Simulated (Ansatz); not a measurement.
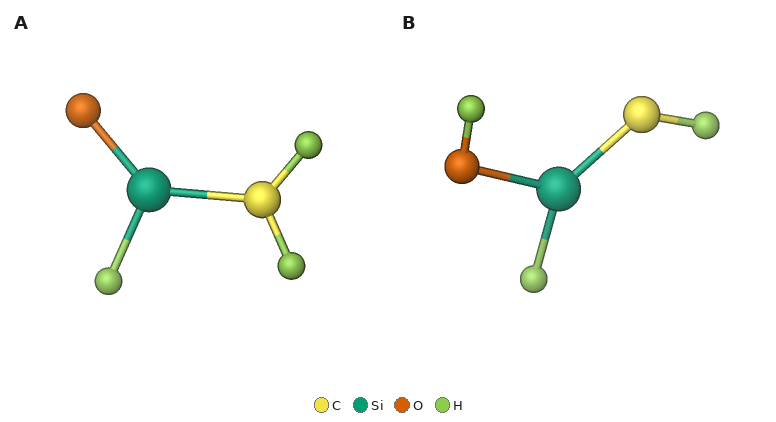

2 stationary structures of one formula. The species has charge −1 and is a spin singlet. Geometries: PBE0-D4/def2-TZVPD. Electronic energies: PBE-D4/def2-TZVPPD (Ansatz 0.2.0), without zero-point energy. No frequency run is at hand to confirm each as a minimum.

Which structure is the most stable?

Answer. A is lowest (Cs); B lies 190.6 kJ/mol above it (Cs).

Give E(B) − E(A) in kJ/mol at these levels too: r2SCAN-D4/def2-TZVPPD; PBE0-D4/def2-TZVPPD; RHF-CCSD(T) (frozen core)/def2-TZVPPD; ωB97M-V/def2-TZVPPD; PBE0-D4/def2-TZVPD; PBE-D4/def2-TZVPPD; B3LYP-D4/def2-TZVPPD.

```csv
level,E(B) − E(A) (kJ/mol)
r2SCAN-D4/def2-TZVPPD,+196.4
PBE0-D4/def2-TZVPPD,+196.5
RHF-CCSD(T) (frozen core)/def2-TZVPPD,+190.3
ωB97M-V/def2-TZVPPD,+200.9
PBE0-D4/def2-TZVPD,+198.9
PBE-D4/def2-TZVPPD,+190.6
B3LYP-D4/def2-TZVPPD,+201.8
```
